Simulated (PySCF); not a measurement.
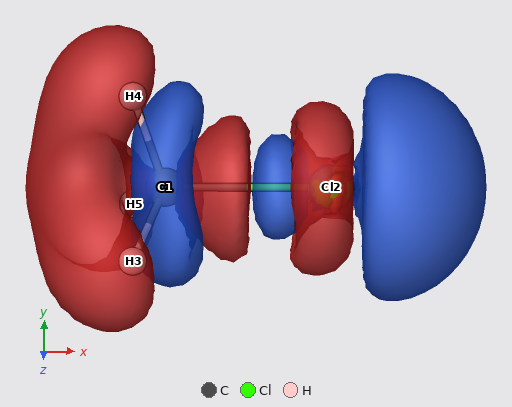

Figure 1: CH3Cl, SMILES `CCl`. Change of the electron density in a uniform field of 0.41 V/Å, surfaces at ±0.002 e/Å³ (blue: gain, red: loss).

Method: CAM-B3LYP/6-311G**; geometry: GFN2-xTB; program: PySCF. No frequency check shows the geometry to be a minimum. A basis without diffuse functions makes polarisabilities too small. GFN2-xTB bond lengths at metals and heavier atoms can be off by up to 0.1 Å and shapes distorted, which carries into these values.

Coordinates in Å:

```
C1      -1.1228    0.0000    0.0000
Cl2      0.6544    0.0000    0.0000
H3      -1.4628   -0.6904    0.7654
H4      -1.4629    1.0081    0.2152
H5      -1.4628   -0.3177   -0.9806
```

**Along which Cartesian direction does the field point?**

Along −x: electrons gather on the +x side, against the field.

**What dipole is induced, and what polarisability does it imply?**

The induced dipole is 0.60 D (along the field); α along this axis, from the fields in both directions, is 30 bohr³ (4.4 Å³).

**Which atoms gain and lose the most charge?**

Electrons gather most on Cl2 (Hirshfeld charge changes by −0.035 e) and leave C1 most (+0.010 e); 0.059 electrons are displaced in all.

Run time: 5.8 s on 1 thread of Intel(R) Xeon(R) 6975P-C (Granite Rapids), with other jobs on the host, peak memory 0.29 GiB.
